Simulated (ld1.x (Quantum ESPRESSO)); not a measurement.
# Se: pseudopotential generation

System: selenium (Se, Z = 34), core [Ne], reference valence 3s2 3p6 3d10 4s1.5 4p4.5, valence charge 24.
Method: TM potential, PBE, scalar-relativistic, made with ld1.x (Quantum ESPRESSO) 7.5.

### The input
```
 &input
   title='Se', zed=34., rel=1, dft='PBE', iswitch=3,
   config='[Ar] 3d10 4s1.5 4p4.5 4f-2',
   nld=4, rlderiv=1.60, eminld=-18.0, emaxld=5.0, deld=0.04
 /
 &inputp
   pseudotype=2, tm=.true., lloc=0,
   nlcc=.false.,
   file_pseudopw='Se.UPF', file_wfcaegen='ae.wfc', file_wfcncgen='nc.wfc', file_beta='beta', file_chi='chi'
 /
4
3P  2  1   6.00   0.00  0.65  0.65  0.0
3D  3  2  10.00   0.00  1.20  1.20  0.0
4F  4  3  -2.00  -0.10  1.05  1.05  0.0
3S  1  0   2.00   0.00  1.46  1.46  0.0
 &test
   configts(1)='3s2 3p6 3d10 4s1.5 4p4.5'
 /
```

Hardware: 1 CPU thread, shared host.

Launched with:
```bash
ld1.x < Se.in > Se.out
```

### Output
```
     Program LD1 v.7.5
     --------------------------- All-electron run ----------------------------

     Se
     scalar relativistic calculation

     atomic number is 34.00
     dft =PBE   lsd =0 sic =0 latt =0  beta=0.20 tr2=1.0E-14
     Exchange-correlation= PBE
                           (   1   4   3   4   0   0   0)
     mesh =1211 r(mesh) =  99.34906 a.u. xmin = -7.00 dx = 0.01250
     1 Ry =  13.60569312 eV, c = 137.03599908

     n l     nl                  e(Ry)          e(Ha)          e(eV)
     1 0     1S 1( 2.00)      -919.1726      -459.5863    -12505.9799
     2 0     2S 1( 2.00)      -118.1869       -59.0935     -1608.0149
     2 1     2P 1( 6.00)      -103.9585       -51.9792     -1414.4271
     3 0     3S 1( 2.00)       -15.7537        -7.8769      -214.3406
     3 1     3P 1( 6.00)       -11.3044        -5.6522      -153.8036
     3 2     3D 1(10.00)        -3.9638        -1.9819       -53.9305
     4 0     4S 1( 1.50)        -1.3015        -0.6507       -17.7075
     4 1     4P 1( 4.50)        -0.5016        -0.2508        -6.8246

     final scf error:  3.1E-15 reached in  35 iterations

     Etot =   -4859.532954 Ry,   -2429.766477 Ha,  -66117.314095 eV

     Ekin =    4958.789019 Ry,    2479.394509 Ha,   67467.761649 eV
     Encl =  -11713.532802 Ry,   -5856.766401 Ha, -159370.732689 eV
     Eh   =    2070.759498 Ry,    1035.379749 Ha,   28174.118265 eV
     Exc  =    -175.548669 Ry,     -87.774335 Ha,   -2388.461319 eV

     normalization and overlap integrals

     s(1S/1S) =  1.000000  <r> =   0.0441  <r2> =    0.0026  r(max) =   0.0287
     s(2S/2S) =  1.000000  <r> =   0.1959  <r2> =    0.0453  r(max) =   0.1651
     s(2P/2P) =  1.000000  <r> =   0.1711  <r2> =    0.0359  r(max) =   0.1318
     s(3S/3S) =  1.000000  <r> =   0.5740  <r2> =    0.3793  r(max) =   0.5021
     s(3P/3P) =  1.000000  <r> =   0.5895  <r2> =    0.4077  r(max) =   0.5021
     s(3D/3D) =  1.000000  <r> =   0.6301  <r2> =    0.4966  r(max) =   0.4544
     s(4S/4S) =  1.000000  <r> =   1.7868  <r2> =    3.6697  r(max) =   1.5085
     s(4P/4P) =  1.000000  <r> =   2.2769  <r2> =    6.1269  r(max) =   1.7970

     ------------------------ End of All-electron run ------------------------

     --------------------- Generating NC pseudopotential ---------------------

      Generating local pot.: lloc=0, matching radius rcloc =   1.4600

      Wfc   3P  rcut= 0.653  Using Troullier-Martins method

      Wfc   3D  rcut= 1.190  Using Troullier-Martins method

      Wfc   4F  rcut= 1.050  Using Troullier-Martins method

     ------------------- End of pseudopotential generation -------------------

     --------------------------- All-electron run ----------------------------

     Se
     scalar relativistic calculation

     atomic number is 34.00
     dft =PBE   lsd =0 sic =0 latt =0  beta=0.20 tr2=1.0E-14
     Exchange-correlation= PBE
                           (   1   4   3   4   0   0   0)
     mesh =1211 r(mesh) =  99.34906 a.u. xmin = -7.00 dx = 0.01250
     1 Ry =  13.60569312 eV, c = 137.03599908

     n l     nl                  e(Ry)          e(Ha)          e(eV)
     1 0     1S 1( 2.00)      -919.1726      -459.5863    -12505.9799
     2 0     2S 1( 2.00)      -118.1869       -59.0935     -1608.0149
     2 1     2P 1( 6.00)      -103.9585       -51.9792     -1414.4271
     3 0     3S 1( 2.00)       -15.7537        -7.8769      -214.3406
     3 1     3P 1( 6.00)       -11.3044        -5.6522      -153.8036
     3 2     3D 1(10.00)        -3.9638        -1.9819       -53.9305
     4 0     4S 1( 1.50)        -1.3015        -0.6507       -17.7075
     4 1     4P 1( 4.50)        -0.5016        -0.2508        -6.8246

     final scf error:  3.1E-15 reached in  35 iterations

     Etot =   -4859.532954 Ry,   -2429.766477 Ha,  -66117.314095 eV

     Ekin =    4958.789019 Ry,    2479.394509 Ha,   67467.761649 eV
     Encl =  -11713.532802 Ry,   -5856.766401 Ha, -159370.732689 eV
     Eh   =    2070.759498 Ry,    1035.379749 Ha,   28174.118265 eV
     Exc  =    -175.548669 Ry,     -87.774335 Ha,   -2388.461319 eV

     normalization and overlap integrals

     s(1S/1S) =  1.000000  <r> =   0.0441  <r2> =    0.0026  r(max) =   0.0287
     s(2S/2S) =  1.000000  <r> =   0.1959  <r2> =    0.0453  r(max) =   0.1651
     s(2P/2P) =  1.000000  <r> =   0.1711  <r2> =    0.0359  r(max) =   0.1318
     s(3S/3S) =  1.000000  <r> =   0.5740  <r2> =    0.3793  r(max) =   0.5021
     s(3P/3P) =  1.000000  <r> =   0.5895  <r2> =    0.4077  r(max) =   0.5021
     s(3D/3D) =  1.000000  <r> =   0.6301  <r2> =    0.4966  r(max) =   0.4544
     s(4S/4S) =  1.000000  <r> =   1.7868  <r2> =    3.6697  r(max) =   1.5085
     s(4P/4P) =  1.000000  <r> =   2.2769  <r2> =    6.1269  r(max) =   1.7970

     ------------------------ End of All-electron run ------------------------

     Computing logarithmic derivative in   1.59585

       Warning: n=2, l=1 expected 0 nodes, found 1
       Setting wfc to zero for this iteration
       (This warning will only be printed once per wavefunction)

       Warning: n=3, l=2 expected 0 nodes, found 1
       Setting wfc to zero for this iteration
       (This warning will only be printed once per wavefunction)

       Warning: n=2, l=0 expected 1 nodes, found 2
       Setting wfc to zero for this iteration
       (This warning will only be printed once per wavefunction)

       Warning: n=3, l=1 expected 1 nodes, found 2
       Setting wfc to zero for this iteration
       (This warning will only be printed once per wavefunction)

       Warning: n=1, l=0 expected 0 nodes, found 1
       Setting wfc to zero for this iteration
       (This warning will only be printed once per wavefunction)

 %%%%%%%%%%%%%%%%%%%%%%%%%%%%%%%%%%%%%%%%%%%%%%%%%%%%%%%%%%%%%%%%%%%%%%%%%%%%%%
     Error in routine run_pseudo (1):
     Errors in PS-KS equation
 %%%%%%%%%%%%%%%%%%%%%%%%%%%%%%%%%%%%%%%%%%%%%%%%%%%%%%%%%%%%%%%%%%%%%%%%%%%%%%

     stopping ...
```

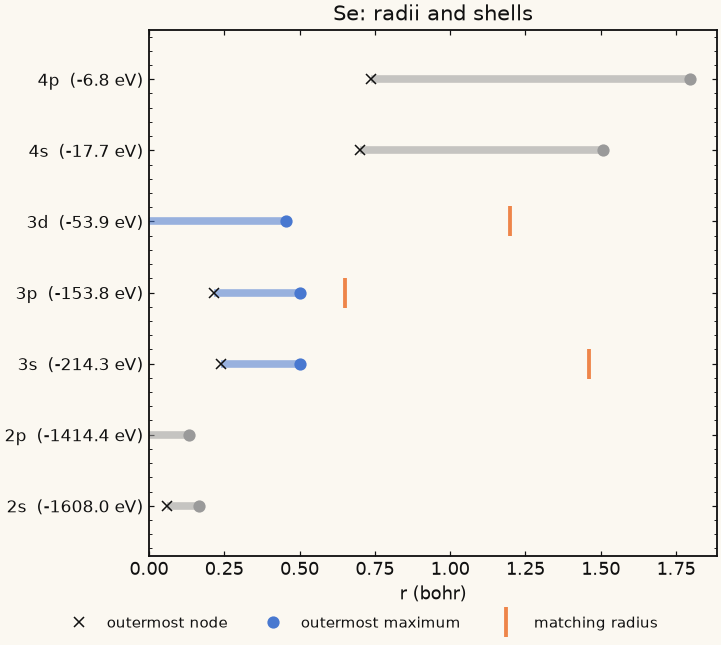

Figure 1. Outer shells of the all-electron reference atom: each bar runs from the outermost node (or the nucleus) to the outermost maximum of u(r); the tick is the radius chosen for the pseudo-wave. Shells without a tick have no pseudo-wave of their own. Levels, nodes and maxima are from ld1.x, scalar-relativistic.

- Radii against the shells: 3s: 1.46 bohr, outside the maximum; 3p: 0.65 bohr, outside the maximum; 3d: 1.20 bohr, outside the maximum.

### Outcome

```tsv
quantity	value
outcome	ended with an error
wall time	0.63 s
```

### What went wrong

The generator stopped with the message “run_pseudo: Errors in PS-KS equation”. In words: the pseudo-atom solver did not find the valence states with the expected number of nodes, which is the usual sign of a ghost state.
